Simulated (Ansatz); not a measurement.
# One shape, several levels: triplet BH2Br

We compute a comparison of 6 runs (UHF/STO-3G, U-wB97X/STO-3G, UB3LYP/STO-3G, UPBE0/STO-3G, UCCSDT(Q)/STO-3G, UCCSDT/STO-3G) of triplet BH2Br. 

The calculation is run with Ansatz 0.2.0.

61 further runs of the same task are left out: 2 that didn't finish, 59 set aside as unsound or not needed.

## (1) The system as given

The species is BH2Br (4 atoms), meant as a triplet with charge 0. SMILES of the parent species: `BBr`. The shape is that of a PBE0-D4/def2-TZVP optimisation. That shape belongs to the parent species and isn't relaxed for this state.

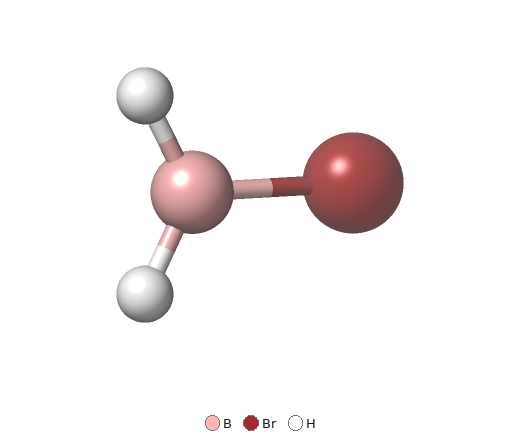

The structure, seen from a chosen angle (boron pink, bromine red, hydrogen white).

## (2) A single-point energy at UHF/STO-3G (run 1)

File molecule.yaml:

```yaml
crystal:
  periodic: [false, false, false]
  atoms:
    - symbol: B
      position_ang: [-0.153900, 0.025000, -0.096900]
    - symbol: Br
      position_ang: [1.470100, -0.363400, 0.790800]
    - symbol: H
      position_ang: [-1.111200, -0.617300, 0.191700]
    - symbol: H
      position_ang: [-0.149500, 0.895400, -0.905900]
basis:
  gaussian:
    orbitals: STO-3G
magnetization:
  spin_polarized: true
  initial_magnetization: 2
hamiltonian:
  xc: hf
accuracy: high
```

Run with:

```
$ ansatz run molecule.yaml --threads 1 --pin off --max-ram 2610MiB --events-out events.jsonl --progress --plain --runs-dir runs
```

Log:

```text
Warning: RAYON_NUM_THREADS=1 ignored (pool sized by the plan → 1); use --threads N
Functional definition: HF
  name "HF"
  exchange = exact_x
  correlation = 0
344 factors; integrals over basis functions are off by at most 1.7e-8 eV
mean field evaluation 1: about -69933.1408 eV, gradient 6.9e0 eV
mean field evaluation 2: about -69933.1845 eV, gradient 6.9e0 eV
mean field evaluation 4: about -69933.8442 eV, gradient 1.3e0 eV
mean field evaluation 8: about -69933.9567 eV, gradient 8.9e-4 eV
mean field evaluation 16: about -69933.6709 eV, gradient 9.5e-1 eV
mean field evaluation 32: about -69933.7812 eV, gradient 5.2e-1 eV
mean field -69933.95566870 eV, -2570.0254678870 hartree, gradient 2.6e-8 eV, S^2 2.007702; 2 other end points of the search recorded, 0 dependent functions left out
reference -69933.95566870 eV, -2570.0254678870 hartree; 22, 20 occupied and 3, 5 virtual orbitals, 344 factors
Total energy: -69933.95566870 eV, -2570.0254678870 hartree
```

It took 0.32 s on 1 thread of Arm Neoverse V2, shared host.

## (3) A single-point energy at U-wB97X/STO-3G (run 2)

File input.yaml:

```yaml
crystal:
  periodic: [false, false, false]
  atoms:
    - {symbol: B, position_ang: [-0.153900, 0.025000, -0.096900]}
    - {symbol: Br, position_ang: [1.470100, -0.363400, 0.790800]}
    - {symbol: H, position_ang: [-1.111200, -0.617300, 0.191700]}
    - {symbol: H, position_ang: [-0.149500, 0.895400, -0.905900]}
basis:
  gaussian:
    orbitals: STO-3G
magnetization:
  spin_polarized: true
  initial_magnetization: 2
hamiltonian:
  xc: {name: wB97X}
accuracy: high
```

Run with:

```
$ ansatz run input.yaml --threads 1 --pin off --max-ram 2610MiB --events-out events.jsonl --progress --plain --runs-dir runs
```

Log, shortened:

```text
Warning: RAYON_NUM_THREADS=1 ignored (pool sized by the plan → 1); use --threads N
Functional definition: wB97X
  name "wB97X"
[...]
      + exact_x_lr(omega)
[...]
      + integral(e_c_pw_opposite_spin*poly(b97_u_opposite, 1, cos1, cos2, cos3, cos4))
344 factors; integrals over basis functions are off by at most 1.7e-8 eV
121 factors; integrals over basis functions are off by at most 9.3e-10 eV
[...]
mean field -69977.61825091 eV, -2571.6300381876 hartree, gradient 4.8e-8 eV, S^2 2.001692; 2 other end points of the search recorded, 0 dependent functions left out
reference -69977.61824965 eV, -2571.6300381413 hartree; 22, 20 occupied and 3, 5 virtual orbitals, 344 factors
Total energy: -69977.61824965 eV, -2571.6300381413 hartree
```

It took 11 s on 1 thread of Arm Neoverse V2, shared host; peak memory 0.37 GiB.

Runs 3 to 5 aren't shown in full; the table further down has their settings and results.

## (4) A single-point energy at UCCSDT/STO-3G (run 6)

Changes to input.yaml since step 3:

```diff
@@ -10,2 +10,5 @@
     orbitals: STO-3G
+scf:
+  omitted_lower_state_checks: [cluster_reference, increment]
+accuracy: high
 magnetization:
@@ -13,4 +16,4 @@
   initial_magnetization: 2
-hamiltonian:
-  xc: {name: wB97X}
-accuracy: high
+correlation:
+  method: ccsdt
+  frozen_orbitals: {B: 1, Br: 9, H: 0}
```

Run with:

```
$ ansatz run input.yaml --threads 1 --pin off --max-ram 2610MiB --events-out events.jsonl --progress --plain --runs-dir runs
```

Log, shortened:

```text
Warning: RAYON_NUM_THREADS=1 ignored (pool sized by the plan → 1); use --threads N
Functional definition: HF
  name "HF"
[...]
344 factors; integrals over basis functions are off by at most 1.7e-8 eV
[...]
mean field -69933.95566870 eV, -2570.0254678870 hartree, gradient 2.6e-8 eV, S^2 2.007702; 4 other end points of the search recorded, 0 dependent functions left out
10 core orbitals not correlated: weight in the atoms' cores, before any rotation towards them, 1.000 or more for the frozen orbitals, at most 0.000 for the correlated occupied ones
reference -69933.95566870 eV, -2570.0254678870 hartree; 12, 10 occupied and 3, 5 virtual orbitals, 344 factors
second order -0.93454165 eV of doubles, -0.00000000 eV of singles
cycle   1  -1.22298302 eV  change   -2.9e-1 eV  update   5.1e-2
[...]
cycle  24  -1.49861492 eV  change   2.3e-10 eV  update   2.5e-9
Total energy: -69935.45428362 eV, -2570.0805409694 hartree
Checks for a lower state left out: cluster_reference, increment
```

Run time: 1 s. Hardware: 1 thread of Arm Neoverse V2, shared host.

## (5) Overview of the runs

```
run             level  frozen core orbitals   energy (Eh)   ⟨S²⟩  wall time
  1        UHF/STO-3G                     –  -2570.025468  2.008     0.32 s
  2    U-wB97X/STO-3G                     –  -2571.630038  2.002       11 s
  3     UB3LYP/STO-3G                     –  -2571.565997  2.001      1.9 s
  4      UPBE0/STO-3G                     –  -2571.315913  2.002      1.9 s
  5  UCCSDT(Q)/STO-3G                    10  -2570.080543  2.008      1.6 s
  6     UCCSDT/STO-3G                    10  -2570.080541  2.008        1 s
```

## (6) What came out

```
                                           quantity           value
                                run 6: total energy  -2570.08054 Eh
run 6: correlation energy (10 core orbitals frozen)       -55.1 mEh
           run 6: ⟨S²⟩ of the reference determinant           2.008
                               run 6: T1 diagnostic           0.021
```

What this shows: Below the UHF energy at the same shape and in the same basis (STO-3G): UCCSDT(Q) -55.1 mEh; UCCSDT -55.1 mEh. Totals of different functionals can't be ranked against each other. In runs 1, 2, 3, 4, 5, 6 the basis is minimal, so the values are rough. All runs together took 17 s, the longest 11 s.
